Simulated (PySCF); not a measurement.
Si(Cl)2(Me)(iPr), C4H10Cl2Si, SMILES CC(C)[Si](C)(Cl)Cl at its GFN2-xTB optimised geometry (Å):

```
17

C     -0.4165    -0.0327    -2.8331
C     -0.7941    -0.7051    -1.5121
C     -0.2736    -2.1442    -1.4943
Si    -0.1662     0.2975     0.0000
C     -0.7831     2.0961     0.0000
Cl    -0.8091    -0.6149     1.7022
Cl     1.8661     0.2975     0.0000
H      0.6641     0.0458    -2.9265
H     -0.8413     0.9658    -2.8995
H     -0.7884    -0.6178    -3.6723
H     -1.8876    -0.7502    -1.4642
H     -0.6753    -2.7012    -2.3390
H      0.8120    -2.1589    -1.5629
H     -0.5668    -2.6534    -0.5792
H     -0.3794     2.6534    -0.8395
H     -1.8661     2.1434    -0.0581
H     -0.4808     2.6089     0.9089
```

Level of theory: PySCF with CAM-B3LYP/def2-SVP.

Map of the deformation density (molecule minus spherical neutral atoms) (e/bohr³) on the plane z = 0.6 Å:

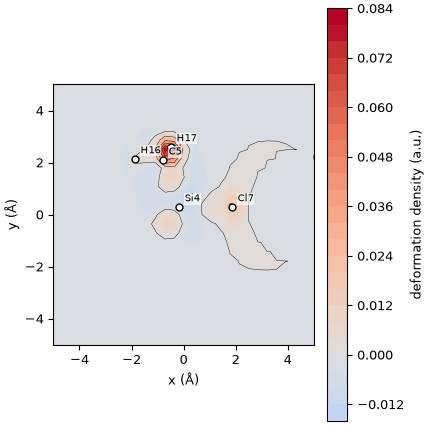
Fig. 1. Deformation density (molecule minus spherical neutral atoms) (e/bohr³) on the plane z = 0.6 Å.
